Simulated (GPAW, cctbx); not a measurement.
## How far are the atoms of ZrBiPd6 from free atoms?

Question: by how much does bonding change the X-ray structure factors of ZrBiPd6, how firmly does DFT give the change, and what does a routine refinement make of it?

The start was made by putting kin elements into a known structure type; the compound need not exist, or be stable, in this form. All numbers below are calculated.

**1. Relax the structure**

The density hangs on the geometry, so cell and atoms are relaxed first, with the symmetry held. The cutoff is set higher than for the density because stress converges slowly with plane waves.

Settings: GPAW 26.7.0, PBE, 570 eV, 5×5×3 k-points (along the axes of the calculation cell), Fermi–Dirac width 0.1 eV, BFGS to 0.03 eV/Å.

```text
cell
1.0
     4.060000000    0.000000000    0.000000000
     0.000000000    4.060000000    0.000000000
     0.000000000    0.000000000    8.112000000
Bi Pd Zr
1 6 1
Direct
0.000000000 0.000000000 0.500000000
0.000000000 0.500000000 0.757300000
0.000000000 0.500000000 0.242700000
0.500000000 0.000000000 0.757300000
0.500000000 0.000000000 0.242700000
0.500000000 0.500000000 0.500000000
0.500000000 0.500000000 0.000000000
0.000000000 0.000000000 0.000000000
```

```console
$ OMP_NUM_THREADS=1 mpirun -n 4 gpaw python run.py > gpaw.log
```

```text
BFGS:    0      -39.627922        0.304842
BFGS:    1      -39.635602        0.287128
BFGS:    2      -39.672301        0.129940
BFGS:    3      -39.672892        0.111950
...
BFGS:    7      -39.674864        0.042374
BFGS:    8      -39.674966        0.036523
BFGS:    9      -39.675113        0.026637
cell  4.0792 4.0792 8.1948  90.00 90.00 90.00
volume 136.363 A^3, largest force 0.026 eV/A, largest stress 0.24 GPa
```

After 9 steps the volume has changed by +2.0 % and the energy by -0.047 eV; the largest stress left is 0.24 GPa. It took 3.6 min on 4 cores of Arm Neoverse V2 (shared host), peak memory 1.3 GiB.

Relaxed structure: P4/mmm (no. 123), a = 4.0792 Å, b = 4.0792 Å, c = 8.1948 Å, α = 90.00°, β = 90.00°, γ = 90.00°.

```
atom  mult.    x    y       z
 Bi1      1    0    0     1/2
 Pd1      4    0  1/2  0.7622
 Pd2      1  1/2  1/2     1/2
 Pd3      1  1/2  1/2       0
 Zr1      1    0    0       0
```

**2. The all-electron density**

X-rays see the whole electron density, so the PAW density is rebuilt with its core regions. Subtracting spherical free atoms from the same code cancels the cores and leaves the deformation density Δρ, the part due to bonding.

Settings: PBE, 450 eV, 6×6×3 k-points (along the axes of the calculation cell), Fermi–Dirac width 0.1 eV; primitive cell of 8 atoms.

```console
$ OMP_NUM_THREADS=1 mpirun -n 4 gpaw python run.py > gpaw.log
```

```text
|iter:   1|       0s |  -51.194336 | +0.52 |       |
|iter:   2|       2s |  -45.449199 | -0.88 | -0.88 |
|iter:   3|       3s |  -42.698989 | -0.63 | -1.03 |
...
|iter:  15|      23s |  -39.530921c| -6.89 | -5.43c|
|iter:  16|      25s |  -39.530920c| -7.35 | -5.67c|
|iter:  17|      25s |  -39.530920c| -7.55c| -6.14c|
```

```text
grid (40, 40, 84)  electrons 399.000  moved by bonding 2.828 e
deformation density beyond 0.5 A of the nuclei: max 0.061, min -0.248 e/A^3
atom        x       y       z   Voronoi charge  moment
Bi1    0.0000  0.0000  0.5000     -0.024       0.00
Pd2    0.0000  0.5000  0.7622      0.015       0.00
Pd3    0.0000  0.5000  0.2378      0.015       0.00
Pd4    0.5000  0.0000  0.7622      0.015       0.00
Pd5    0.5000  0.0000  0.2378      0.015       0.00
Pd6    0.5000  0.5000  0.5000     -0.005       0.00
Pd7    0.5000  0.5000  0.0000      0.041       0.00
Zr8    0.0000  0.0000  0.0000     -0.073       0.00
mean inner potential of superposed free atoms 25.556 V
total magnetic moment 0.000 muB
```

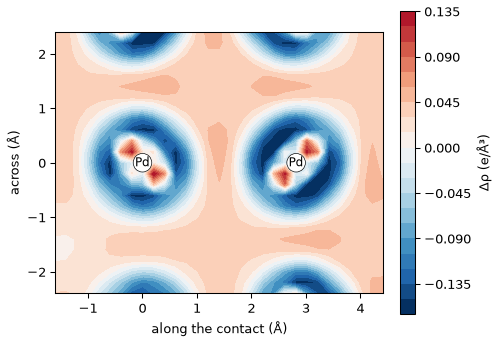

Deformation density in a plane through the shortest contact of the Pd atom at the origin; red gains electrons, blue loses them.

Zr gains most (-0.07 e) and Pd loses most (+0.02 e), in averages over each element's sites, which isn't the order of electronegativity: valence and coordination count too, and Voronoi cells cut space at the midplane whatever the atoms' sizes. Along the shortest contact from the Pd atom at the map's origin, Pd–Pd at 2.82 Å, Δρ is +0.05 e/Å³ at the midpoint: little piles up between the atoms, as is usual in a metallic crystal, which this run finds. At the midpoints of other shortest contacts it is +0.05 (Pd–Zr, 2.82 Å) and +0.03 (Bi–Pd, 2.88 Å) e/Å³. Point values carry grid noise of about 0.01 e/Å³. The run needed 17 iterations, 34 s.

**3. From the density to structure factors**

The Fourier components of Δρ, added to those of the free atoms, give the static X-ray structure factors; the Mott–Bethe relation turns them into the Fourier components V of the potential that fast electrons feel.

```text
static structure factors of the conventional cell: F in electrons, V (Mott-Bethe) in volts
   h  k  l      d  |F| table  |F| free   |F| DFT   change   |V| free  |V| DFT  change %
   0  0  1  8.1948    28.973    28.929    28.778   -0.151     0.071    0.271    279.7
   0  0  2  4.0974    29.826    30.031    30.321    0.289     1.767    1.603     -9.2
   1  0  0  4.0792    27.840    28.051    28.324    0.274     1.650    1.497     -9.3
   1  0  1  3.6518    41.059    40.981    40.896   -0.085     0.905    0.943      4.2
   1  0  2  2.8908    27.169    27.298    27.661    0.363     1.040    0.938     -9.8
   1  1  0  2.8844    27.167    27.294    27.641    0.347     1.036    0.939     -9.4
   0  0  3  2.7316    74.425    74.337    74.361    0.024     2.668    2.662     -0.2
   1  1  1  2.7208    51.165    51.122    51.194    0.072     1.488    1.470     -1.2
   1  1  2  2.3586   317.548   317.217   315.518   -1.699    14.889   15.206      2.1
   1  0  3  2.2697    38.098    38.109    38.176    0.068     0.847    0.835     -1.4
   0  0  4  2.0487   297.338   297.151   295.728   -1.423    13.156   13.357      1.5
   2  0  0  2.0396   303.295   303.108   301.683   -1.425    13.409   13.608      1.5
   1  1  3  1.9834     5.798     5.829     6.060    0.231     0.635    0.666      4.8
   2  0  1  1.9792    26.483    26.503    26.638    0.135     0.315    0.298     -5.6
```

The largest X-ray change is -1.70 e on 112, 0.5 % of |F|. For electrons V goes as (Z − F)/g², so a change of F counts against Z − F, which is small at low angle and wherever the atoms' terms cancel: |V| of 102 moves by -9.8 % (1.04 to 0.94 V) against +1.3 % in |F|. The last three rows still change by up to 1.43 e; the table stops while the angles are still low. The tabulated Hartree–Fock atoms differ from the free DFT atoms by up to 0.33 e, so the choice of reference atom matters too.

**4. Convergence**

Cutoff and k-mesh: one is changed at a time, to find what the result needs.

| run | ΔF 112 (e) | ΔF 200 (e) | ΔF 004 (e) | q(Zr) (e) | moved (e) | time |
| --- | --- | --- | --- | --- | --- | --- |
| 450 eV 6×6×3 | -1.699 | -1.425 | -1.423 | -0.073 | 2.828 | 34 s |
| 250 eV 6×6×3 | -1.764 | -1.479 | -1.474 | -0.065 | 3.104 | 17 s |
| 350 eV 6×6×3 | -1.714 | -1.439 | -1.436 | -0.074 | 2.855 | 29 s |
| 750 eV 6×6×3 | -1.699 | -1.424 | -1.422 | -0.081 | 2.846 | 85 s |
| 450 eV 2×2×1 | -1.690 | -1.449 | -1.280 | -0.041 | 2.798 | 13 s |
| 450 eV 3×3×2 | -1.694 | -1.421 | -1.373 | -0.074 | 2.813 | 16 s |

Within 0.03 e of the base on all three: 350 eV 6×6×3 and 750 eV 6×6×3. The largest error, 0.143 e, comes with 450 eV 2×2×1. Times are from shared hosts.

**5. What a spherical-atom refinement makes of it**

Routine crystallography fits spherical atoms. To see the bias, intensities are simulated from tabulated atoms plus the DFT change ΔF, so that bonding alone can misfit (4572 reflections of the full sphere, merged to the counts below, to 0.5 Å, 0.5 % proportional noise plus counting noise, assumed isotropic U as listed, Δρ smeared by the mean U) and refined with cctbx over different ranges.

| range | data | R1 | GooF | U Bi1 (true 0.0025) | U Pd1 (true 0.0031) | U Pd2 (true 0.0031) | U Pd3 (true 0.0031) | largest shift (Å) | Δρ max, min (e/Å³) |
| --- | --- | --- | --- | --- | --- | --- | --- | --- | --- |
| all data | 398 | 0.0044 | 1.01 | 0.0025 | 0.0031 | 0.0031 | 0.0031 | 0.0000 | 0.60, -0.51 |
| low resolution, d > 0.84 | 99 | 0.0037 | 1.02 | 0.0023 | 0.0029 | 0.0029 | 0.0029 | 0.0001 | 0.24, -0.25 |
| high order, d < 0.75 | 261 | 0.0046 | 0.98 | 0.0025 | 0.0031 | 0.0031 | 0.0031 | 0.0000 | 0.37, -0.38 |
| occupancies free, d > 0.7 | 162 | 0.0041 | 1.04 | 0.0025 | 0.0029 | 0.0031 | 0.0030 | 0.0000 | 0.23, -0.28 |

With all data GooF is 1.01, so at this noise the bonding hardly shows; the top residual peak lies 1.71 Å from Pd and 2.05 Å from Pd. No U is off by more than 3 s.u. at low resolution. With Bi1 held at 1 and the scale free, the other occupancies refine to Pd1 0.997(0.001), Pd2 1.000(0.002), Pd3 0.997(0.002) and Zr1 0.999(0.002), on sites that are all full: they absorb part of the misfit, and only ratios to the fixed site mean anything.

**6. Answer**

Bonding moves 2.83 e in the primitive cell of ZrBiPd6 and changes the structure factors of the conventional cell in the table above by at most 1.70 e (112, 0.5 %), and among reflections above 2 % of the strongest by up to 1.3 % (102). The shortest bond, Pd–Pd, has Δρ = +0.05 e/Å³ at its midpoint, with no localised bond charge. Within 0.03 e of the base on all three: 350 eV 6×6×3 and 750 eV 6×6×3. The largest error, 0.143 e, comes with 450 eV 2×2×1. With all data GooF is 1.01, so at this noise the bonding hardly shows. Limits: static density, frozen cores, no spin–orbit coupling.

[Outputs are excerpts: Python notices, other lines and further rows are left out; steps that failed or that the build refused (PBEsol, TPSS) are not shown.]

[Logs are printed without paths, hosts, clocks, repeated set-up lines and the standing remarks that a program may print on its own settings, such as how far it seeks lower states.]
